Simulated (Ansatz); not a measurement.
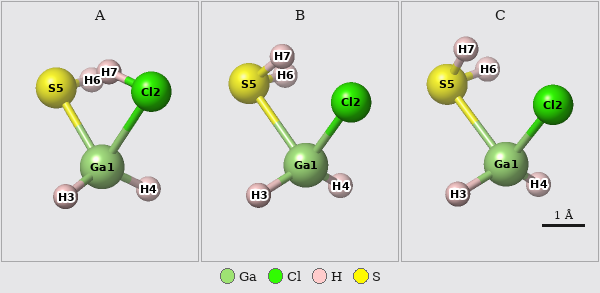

3 geometries from a converged minimum-energy path of GaH4SCl, shuffled. The picture is a ball-and-stick view, seen from a free direction.

Computed with RKS PBE0/def2-SVP in Ansatz. Set-up: 9 movable images; climbing image; force threshold 0.05 eV/Å; iteration limit 60; starting path through a guess of the saddle point.

**Which frame is the top of the path?**

A. In order along the path, whose images run from 0 to 10: C (image 2, 0.00 eV), B (image 4, +0.03 eV), A (image 8, +0.56 eV). A hydrogen atom shifts from one atom to another. Breaking: S5–H7 (1.35 → 1.84 at the top → 2.26 Å). Forming: Cl2–H7 (3.07 → 1.45 at the top → 1.33 Å).

The run took 2.6 min on 2 threads of Arm Neoverse V2 (shared host), peak memory 0.2 GiB.
